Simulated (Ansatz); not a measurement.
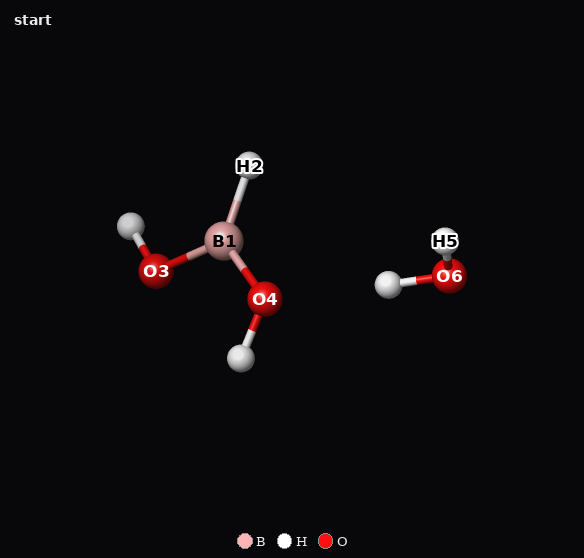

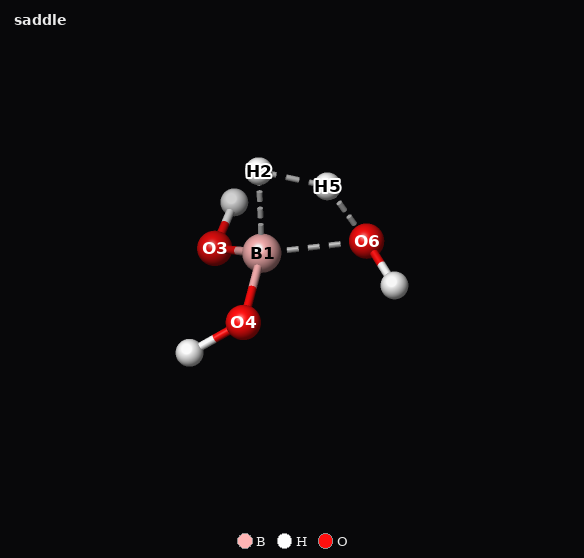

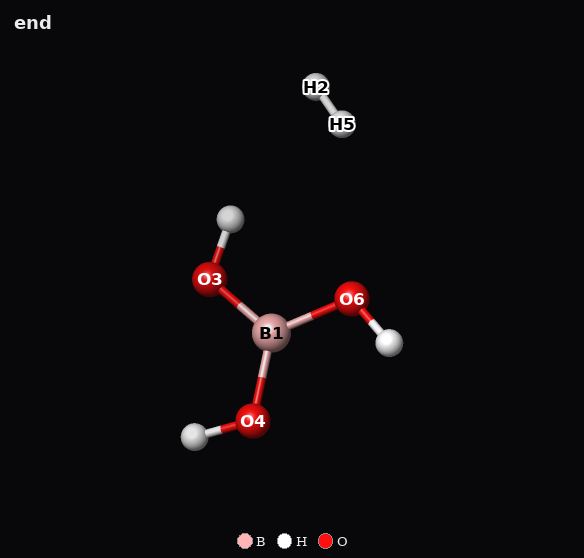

A saddle point and the two end points reached downhill from it. Broken sticks mark bonds that form or break. Charge 0, singlet. Geometries: PBE0-D4/def2-TZVP; all other levels are single points on them, and energies count from the start as drawn. Program: Ansatz 0.2.0. In CBS estimates cores are frozen, and CCSD(T) − MP2 is taken in the smaller basis.

Question: Which bonds form and which break from start to end?

Answer: Formed: B1–O6, H2–H5; broken: B1–H2, H5–O6. At the saddle point B1···O6 is 1.59 Å, H2···H5 is 1.07 Å, B1···H2 is 1.41 Å, H5···O6 is 1.20 Å.

Give the electronic barrier and the reaction energy from start to end in kcal/mol (no zero-point energy) with CCSD(T)/CBS (MP2 limit from def2-TZVPP and def2-QZVPP plus CCSD(T) − MP2); RHF-CCSD(T) (frozen core)/def2-SVP; B2PLYP (frozen core)/def2-TZVPP; B97M-V/def2-TZVPP; BLYP-D4/def2-TZVPP; PBE-D4/def2-SVP.

| level | barrier | reaction energy |
| --- | --- | --- |
| CCSD(T)/CBS (MP2 limit from def2-TZVPP and def2-QZVPP plus CCSD(T) − MP2) | 37.2 | −20.3 |
| RHF-CCSD(T) (frozen core)/def2-SVP | 33.7 | −23.7 |
| B2PLYP (frozen core)/def2-TZVPP | 36.8 | −20.5 |
| B97M-V/def2-TZVPP | 32.9 | −22.3 |
| BLYP-D4/def2-TZVPP | 34.2 | −20.4 |
| PBE-D4/def2-SVP | 20.6 | −25.1 |
